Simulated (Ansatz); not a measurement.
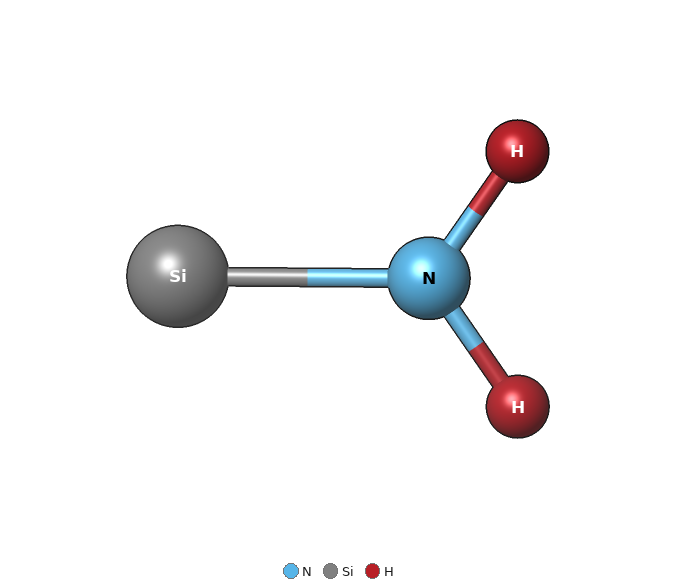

All atoms lie in one plane, which faces the viewer. State: charge +1, singlet. The geometry was computed by an optimisation with PBE0-D4/def2-TZVP. No frequency run is at hand to confirm it as a minimum.

Which symmetry elements does this geometry have?

It has 1 C2 axis and 2 mirror planes, so the point group is C2v. The group has 4 operations. The geometry is achiral, and symmetry allows a dipole moment.
